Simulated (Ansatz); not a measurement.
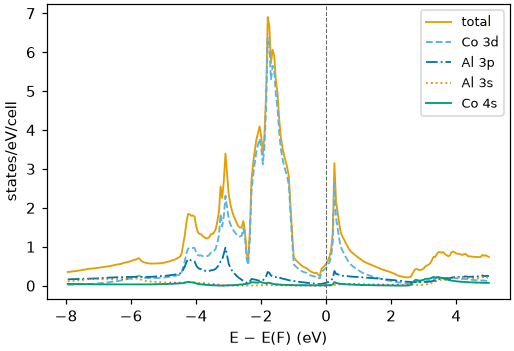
Figure: Total and projected density of states of AlCo (CsCl type, Pm-3m), plane-wave PAW r²SCAN (Ansatz code)

### Question
Which orbitals carry the states next to the Fermi level?

### Answer
Within 0.5 eV of the Fermi level: Co 3d 79 %, Al 3p 15 %. Projections are on Löwdin-orthogonalised atomic valence shells; empty p or d shells of many metals are not among them.

### Question
Where is the tallest occupied peak in this window, and what makes it?

### Answer
Near -1.8 eV, about 6.9 states/eV per cell; the largest projected share is Co 3d.

Symmetry was held in the r²SCAN relaxation. No spin polarisation was allowed.

Potentials: the earlier of the program's two PAW sets.
